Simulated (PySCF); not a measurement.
# C3H6BP: electronic excitations and core binding energies

Wanted: the electronic excitations and core binding energies of C3H6BP (`CC#CBP`), by calculation.

Computed with PySCF 2.14.0, with density-fitted response routines of our own, on a single molecule in the gas phase. Atoms count from 0, in the outputs and in this text.

### 1 The starting structure

11 atoms, charge 0, multiplicity 1; geometry from: GFN2-xTB.

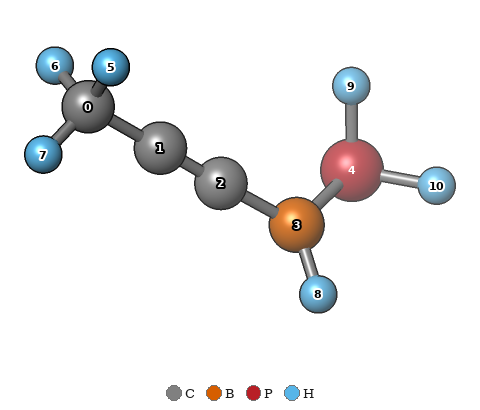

As it starts; carbon grey, boron orange, phosphorus red, hydrogen blue, atoms numbered.

### 2 Ultraviolet spectrum: PBE0/def2-SVPD

What the job is given:

```
{"job": {"kind": "uv", "xc": "PBE0", "basis": "def2-SVPD", "nstates": 8, "ntriplets": 3}, "charge": 0, "multiplicity": 1}
C     -2.385743     0.731700     0.484819
C     -1.112099     0.084147     0.284154
C     -0.048427    -0.469057     0.117097
B      1.279759    -1.121483    -0.074047
P      2.723210    -0.128318    -0.758446
H     -2.432774     1.132021     1.498067
H     -2.504576     1.553112    -0.221888
H     -3.200868     0.020413     0.349231
H      1.411937    -2.274125     0.097670
H      2.544451     1.066355    -0.085878
H      3.730555    -0.592095     0.068187
```

Method: TDDFT PBE0/def2-SVPD, vertical, gas phase, core orbitals frozen in the response.

On the command line:

```sh
$ OMP_NUM_THREADS=1 python probes_run.py task.json out
```

One launch serves the whole session: the jobs run in the order shown.

**Question.** This job is followed by: delta-SCF UKS SCAN, pcX-2 on the ionised atom, pcseg-1 elsewhere, spin-free X2C. What will the session give for the following? lowest singlet (PBE0/def2-SVPD); brightest single state of those computed; lowest triplet; surface potential, least and greatest; C1s binding energies, SCAN/pcX-2 (standing for 2 of 3 atoms); P1s binding energies, SCAN/pcX-2; P2p binding energies, SCAN/pcX-2.

The runs gave:

| quantity | value |
| --- | --- |
| lowest singlet (PBE0/def2-SVPD) | 3.70 eV (335 nm), f = 0.018 |
| brightest single state of those computed | state 2, 4.73 eV, f = 0.180 |
| lowest triplet | 3.13 eV |
| surface potential, least and greatest | -0.77 V and 1.09 V |
| C1s binding energies, SCAN/pcX-2 (standing for 2 of 3 atoms) | C0 291.71, C2 289.65 eV |
| P1s binding energies, SCAN/pcX-2 | P4 2149.49 eV |
| P2p binding energies, SCAN/pcX-2 | P4 136.26 eV |

The first singlet state (HOMO→LUMO 0.78, HOMO−1→LUMO 0.20) lies at 3.70 eV and is weak; of the 8 states computed, the strongest absorption comes from state 2 at 4.73 eV. The lowest triplet lies 0.58 eV below the lowest singlet (triplets in Tamm-Dancoff, singlets in full TDDFT). By nearest atom (PBE0/def2-SVPD), the HOMO sits on P4 39 %; C1 19 % and the LUMO on B3 43 %; C1 20 %. The C1s levels kept as sound span 2.06 eV, from C2 (alkyne carbon) up to C0 (propargylic methyl carbon). Only 2 of the 3 C atoms are covered by sound results.
